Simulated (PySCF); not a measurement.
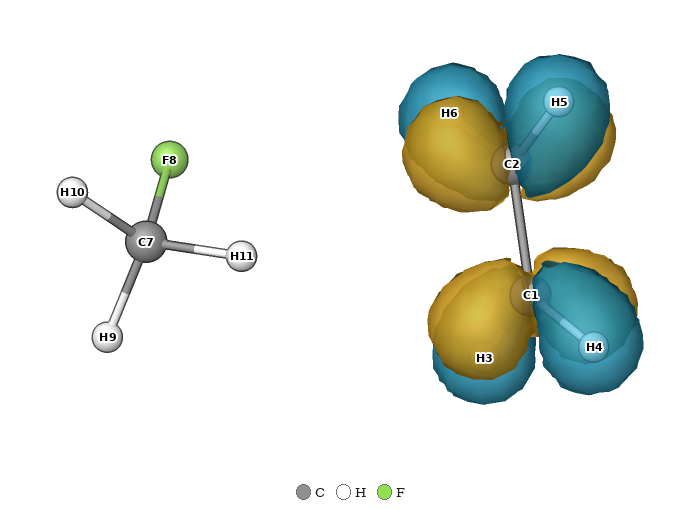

C3H7F, SMILES `C=C.CF`. Unrelaxed difference density of S₁ less the ground state (TDA singlet states), ±0.06 e/Å³; yellow: gain, teal: loss.

Method: BHandHLYP/def2-SVP; geometry: GFN2-xTB; program: PySCF. The pair's geometry is semi-empirical, so its contact may be too short or too long. Without diffuse functions Rydberg states are missing, so the states' numbers hold for this basis only.

The calculation's input:

```python
import numpy as np
from pyscf import gto, scf, dft, tdscf
from pyscf.scf import atom_ks, atom_hf
from scipy.linalg import block_diag

def solve(mol, dm0=None, hcore=None):
    mf = (dft.UKS if mol.spin else dft.RKS)(mol, xc='bhandhlyp')
    mf.grids.level = 3
    mf = mf.density_fit(auxbasis='def2-universal-jkfit')
    mf.conv_tol, mf.max_cycle = 1e-8, 80
    if hcore is not None:
        mf.get_hcore = lambda *args: hcore
    mf.kernel(dm0)
    if not mf.converged:
        mf = mf.newton().run(mf.mo_coeff, mf.mo_occ, max_cycle=30)
    assert mf.converged, 'SCF not converged'
    return mf

mol = gto.M(atom='''
C     -2.07684     0.53985    -0.27973
C     -1.78282    -0.62329     0.26341
H     -1.58314     0.89231    -1.17092
H     -2.82672     1.19426     0.13505
H     -2.27716    -0.97872     1.15325
H     -1.03278    -1.27436    -0.15481
C      1.72892     0.57544     0.32756
F      1.69941    -0.59770    -0.36966
H      2.07240     1.35992    -0.34759
H      2.41935     0.45358     1.16272
H      0.71782     0.78026     0.68182
''', basis='def2-svp', charge=0, spin=0, verbose=4)
mf = solve(mol)
td = mf.TDA()
td.nstates, td.singlet, td.conv_tol = 5, True, 1e-5
td.kernel()
td.analyze()
x, y = np.array([p[0] for p in td.xy]), np.array([p[1] + 0 * p[0] for p in td.xy])
f, mu = td.oscillator_strength(), td.transition_dipole()
nto = [td.get_nto(state=i + 1, verbose=4) for i in range(len(td.e))]
# spherically averaged free atoms, for the promolecule
atm = atom_ks.get_atm_nrks(mol, xc='bhandhlyp')
pro = block_diag(*[(atm[a[0]][2] * atm[a[0]][3]) @ atm[a[0]][2].T for a in mol._atom])
np.savez('result.npz', e=td.e, f=f, ok=td.converged, w=[n[0] for n in nto], nto=[n[1] for n in nto], x=x, y=y, c=mf.mo_coeff, occ=mf.mo_occ, eps=mf.mo_energy, pro=pro, mu=mu)
```

Run with:

```sh
OMP_NUM_THREADS=1 python input.py
```

The run took 2.2 min on 1 thread of Arm Neoverse V1 (shared host), peak memory 0.54 GiB.

How does the charge move on excitation?

0.67 e is displaced in all, of which about 0.3 e passes between atoms: H6 (0.07 e) and H3 (0.07 e) lose electrons and C1 (0.13 e) and C2 (0.12 e) gain them. The state: 8.68 eV (143 nm), f = 0.001 (very weak); the leading pair carries 97 %; hole on C2 (26 %), C1 (25 %) and H3, H4, H5 and H6 (12 % each), electron on C1 and C2 (38 % each) and H3, H4, H5 and H6 (6 % each); their centroids lie 0.0 Å apart.
